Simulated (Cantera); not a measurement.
Charge: 1 mol PbO, 3.8 mol H2, 0.21 mol H2O, held at 0.000670 bar.

Cantera equilibrium calculation (NASA polynomials, part measured and part estimated; ideal gas, pure solids and liquids). Candidate condensed phases: H2O, Pb, PbO, PbO2, Pb3O4; 12 gas species. The numbers say what is thermodynamically allowed, not how fast it happens.

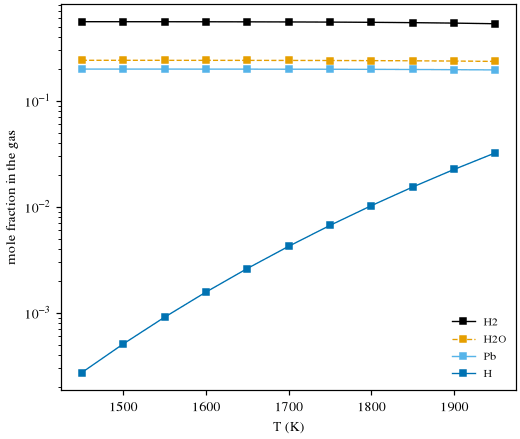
*Equilibrium gas composition (values under 1e-9 drawn at 1e-9)*

From 1450 K to 1950 K nothing is condensed. The main Pb-bearing gas is Pb throughout.
